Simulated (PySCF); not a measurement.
# C₅H₁₀Si: electronic excitations

Aim: predict the electronic excitations of C₅H₁₀Si (`CC#CC[SiH2]C`).

Programs: PySCF 2.14.0, with density-fitted response routines of our own. Each step states its level of theory. These are calculated values for one molecule in the gas phase, unless marked as measured. Atoms are numbered from 0 throughout.

## (1) Starting geometry

16 atoms, charge 0, multiplicity 1; geometry from: GFN2-xTB.

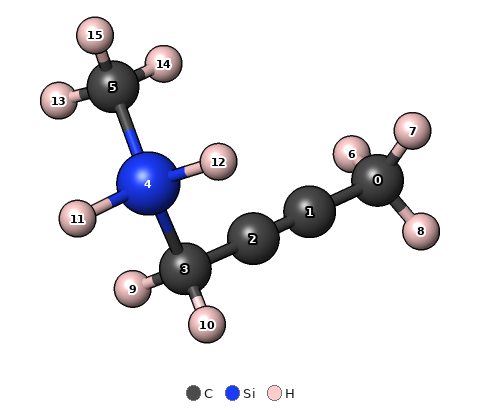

As it starts; carbon dark grey, silicon blue, hydrogen pink, atoms numbered; sticks join atoms by distance.

## (2) Ultraviolet spectrum: PBE0/def2-SVPD

Job settings and geometry (Å):

```
{"job": {"kind": "uv", "xc": "PBE0", "basis": "def2-SVPD", "nstates": 8, "ntriplets": 3}, "charge": 0, "multiplicity": 1}
C      3.024168     0.796483     0.578646
C      1.850904     0.102809     0.087114
C      0.887646    -0.473861    -0.333511
C     -0.293273    -1.154673    -0.812056
Si    -1.772049    -0.925949     0.382871
C     -2.121816     0.926709     0.588851
H      3.068155     1.800727     0.156456
H      2.985401     0.873670     1.665625
H      3.929082     0.257919     0.296163
H     -0.546493    -0.770402    -1.803456
H     -0.067452    -2.217408    -0.925104
H     -2.935265    -1.610719    -0.201655
H     -1.440905    -1.529370     1.679142
H     -2.421272     1.383660    -0.350631
H     -1.236667     1.449741     0.940492
H     -2.917764     1.099608     1.307125
```

Method: TDDFT PBE0/def2-SVPD, vertical, gas phase, core orbitals frozen in the response.

Run with:

```sh
$ OMP_NUM_THREADS=1 python probes_run.py task.json out
```

The driver reads the jobs from task.json and runs them one after another.

Predict these results of the whole session: lowest singlet (PBE0/def2-SVPD); brightest single state of those computed; lowest triplet.

The runs gave:

```
                                quantity                        value
         lowest singlet (PBE0/def2-SVPD)  6.29 eV (197 nm), f = 0.010
brightest single state of those computed  state 4, 6.69 eV, f = 0.046
                          lowest triplet                      5.39 eV
```

**Reading.** The first singlet state (HOMO→LUMO 0.85) lies at 6.29 eV and is weak; of the 8 states computed, the strongest absorption comes from state 4 at 6.69 eV. The lowest triplet lies 0.90 eV below the lowest singlet (triplets in Tamm-Dancoff, singlets in full TDDFT).
